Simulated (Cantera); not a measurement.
A closed system holds: 1 mol HMDSO, 1.5 mol H2O, 13 mol H2, held at 0.100 bar.

Method: chemical equilibrium by Gibbs-energy minimisation in Cantera with the NASA 1993 tables (ideal gas, pure condensed phases). Candidate condensed phases: C, C6H6, C7H8, C8H18, H2O, Si, SiC, SiO2; 123 gas species. The feed counts by its element totals alone. Mutual solubility and eutectic melting of coexisting phases are not modelled. The tables hold silica as quartz up to 1696 K and as liquid above; real silica turns to tridymite and cristobalite and melts near 1996 K. Equilibrium is a limit: real reactors are often held back by kinetics, nucleation or transport.

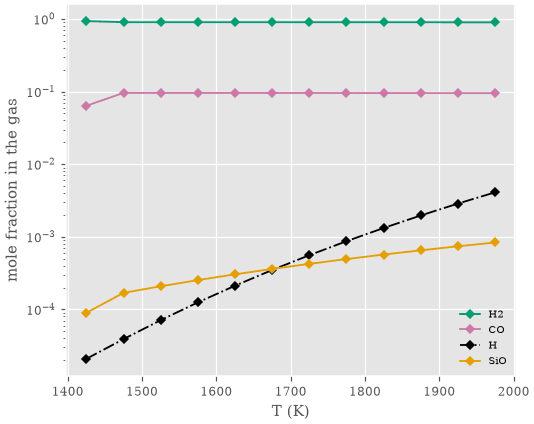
Equilibrium gas composition (values under 1e-9 drawn at 1e-9)

Read off the mole fractions at 1875 K.

H2 about 0.90, CO about 0.095, H about 0.0020, SiO about 0.00065.
